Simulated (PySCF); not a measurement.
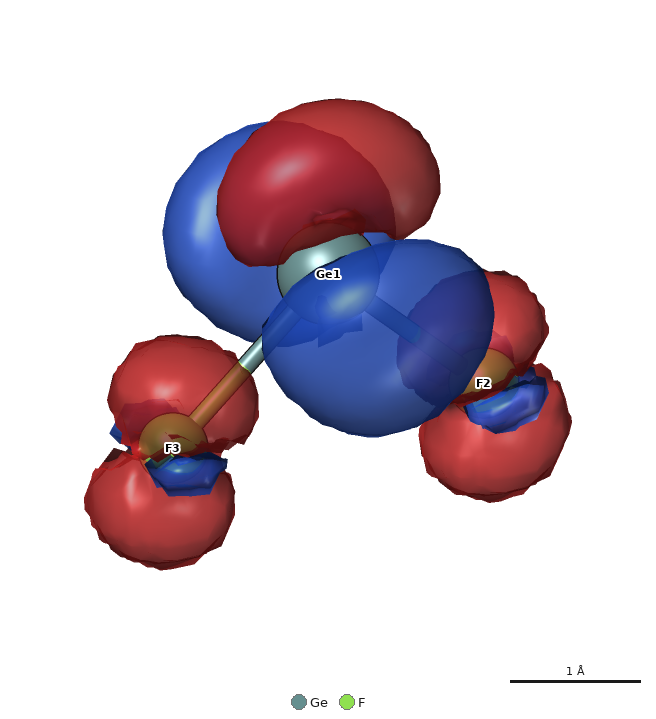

Figure. F2Ge. Unrelaxed difference density of S₁ less the ground state (TDA singlet states), ±0.04 e/Å³; blue: gain, red: loss.

Level of theory: B3LYP/def2-SVPD (PySCF), at a geometry from GFN2-xTB. No frequency check shows the geometry to be a minimum. GFN2-xTB bond lengths at metals and heavier atoms can be off by up to 0.1 Å and shapes distorted, which carries into these values.

Cartesian coordinates (Å):

```
Ge1      0.0008   -0.4387    0.0000
F2      -1.3247    0.7786    0.0000
F3       1.3219    0.7812    0.0000
```

Question: How does the charge move on excitation?

Answer: 0.68 e is displaced in all, of which about 0.4 e passes between atoms: F2 and F3 (0.21 e each) lose electrons and Ge1 (0.43 e) gains them. The state: 5.53 eV (224 nm), f = 0.116 (bright); the leading pair carries 99 %; hole on Ge1 (42 %) and F2 and F3 (29 % each), electron on Ge1 (85 %) and F2 and F3 (7 % each); their centroids lie 0.5 Å apart.
